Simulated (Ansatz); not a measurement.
**Pt (Fm-3m, 1 atom in the cell): relaxing the cell for a phonon run**

Task: relax Pt (Fm-3m, 1 atom in the cell) tightly.

Main program and level: Ansatz 0.2.0; DFT PBEsol, scalar-relativistic, plane waves, PAW.

**What experiment says.**

For Pt, fcc (Pt in the cooled residue of the platinate partly decomposed at about 960 C), “Crystal structure of Nd10.67Pt4O24, a new neodymium platinate” (2024, arxiv:2412.16732) gives, by powder X-ray diffraction, Rietveld: lattice constant a (a, cubic cell) 3.9227 ± 0.0002 Å [Pt in a mixed-phase decomposition product after thermogravimetry; sample displacement …].

Most raw output is cut from this account.

### 1. Starting point

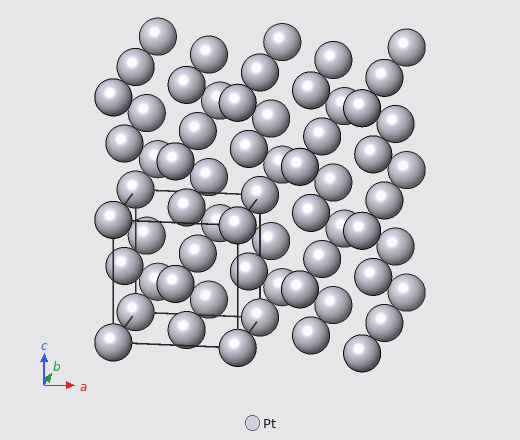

The starting structure, seen slightly off an axis (platinum light grey). 2×2×2 cells are drawn. This picture shows the conventional cell, with its axes. Some periodic images of atoms are drawn too.

### 2. Probe on a coarse mesh

First a cheap look: the gap decides the mesh and the occupations, the pressure tells how far the cell has to move.

Input file input.yaml:

```yaml
crystal:
  lattice:
    - [0.0, 1.9609, 1.9609]
    - [1.9609, 0.0, 1.9609]
    - [1.9609, 1.9609, 0.0]
  atoms:
    - { symbol: Pt, position: [0.0, 0.0, 0.0] }
kpoints:
  mp_grid: { grid: [8, 8, 8] }
hamiltonian:
  xc: pbesol
scf:
  occupations: { method: gaussian, width: 0.1 }
output:
  forces: true
  stress: true
  eigenvalues: true
```

Launch:

```
> ansatz run input.yaml --threads 4 --pin off --max-ram 7168MiB --backend cpu --events-out ev --progress --plain --runs-dir out
```

Wall time 0.36 s (4 threads of Arm Neoverse V1, shared host); peak memory 0.25 GiB.

This step gave:

- pressure: -1.408 GPa
- volume per atom: 15.08 Å³
- gap on the k-mesh: 0 eV

The coarse mesh shows no gap and a pressure of -1.4 GPa.

### 3. Relaxation

Harmonic phonons are second derivatives at a point where the forces vanish, and they are wanted at zero stress, so atoms and cell are relaxed first.

input.yaml, the sections that differ from step 2:

```yaml
kpoints:
  mp_grid: { grid: [18, 18, 18] }
relax:
  adjacent_minimum: "off"
  f_tol: 0.005
  max_steps: 80
  cell: { stress_tol: 0.05 }
# crystal, hamiltonian, scf, output: as in step 2
```

The job ended after 3 s (4 threads; peak memory 0.32 GiB).

Little changed from the start: no atom moved by 0.005 Å and no cell edge by 0.1 %.

This step gave:

* pressure: -0.008035 GPa
* volume per atom: 15.04 Å³

In this step the volume went from 15.08 to 15.04 Å³/atom.

### 4. Tight relaxation

Phonons need a cell at rest on their own settings, so the relaxation is repeated with tight tolerances on forces and stress on the k mesh and occupations of the first response run.

Input file input.yaml:

```yaml
crystal:
  lattice:
    - [0.0, 1.9590400303, 1.9590400303]
    - [1.9590400303, 0.0, 1.9590400303]
    - [1.9590400303, 1.9590400303, 0.0]
  atoms:
    - { symbol: Pt, position: [0.0, 0.0, 0.0] }
kpoints:
  mp_grid: { grid: [20, 20, 20] }
hamiltonian:
  xc: pbesol
scf:
  occupations: { method: methfessel_paxton, width: 0.2 }
output:
  forces: true
  stress: true
  eigenvalues: true
relax:
  adjacent_minimum: "off"
  f_tol: 0.001
  max_steps: 60
  cell: { stress_tol: 0.01 }
```

The job ended after 3.5 s (4 threads; peak memory 0.34 GiB).

Little changed from the start: no atom moved by 0.005 Å and no cell edge by 0.1 %.

This step gave:

```yaml
pressure: -9.36e-5 GPa
volume_per_atom: 15.03 Å³
```

The forces vanish by symmetry and the pressure is 0.000 GPa, within the tolerances set. The cell now holds 15.03 Å³/atom.

### 5. Outcome

```yaml
space_group_after_relaxation_within_0p01_a: Fm-3m
lattice_constant_a: 3.918 Å
lattice_constant_b: 3.918 Å
lattice_constant_c: 3.918 Å
volume_per_atom: 15.0 Å³
```

**Reading.** The forces vanish by symmetry and the pressure is 0.000 GPa, within the tolerances set. The cell now holds 15.03 Å³/atom. The relaxation keeps the symmetry of its start, so it says nothing on stability against lower symmetry. Spin-orbit coupling is left out, which can matter for the heavy elements here.

Calculation against experiment:

```
              quantity  measured     PBEsol, PAW
lattice constant a (Å)    3.9227  3.918 (-0.1 %)
```

Measured values from arxiv:2412.16732 (2024).

**Verdict.** The lattice constant a is off by -0.1 %: good agreement. The grades are ours: good and fair within 0.7 and 1.5 % for the lattice constant a. Zero-point motion and thermal expansion are not in the computed lattice constants.

[Logs are printed without paths, hosts, clocks, repeated set-up lines and the standing remarks that a program may print on its own settings, such as how far it seeks lower states.]

[Hosts, paths, dates, database ids (printed as entryN), source tags and the programs' standing remarks are cut or masked in the printed files.]
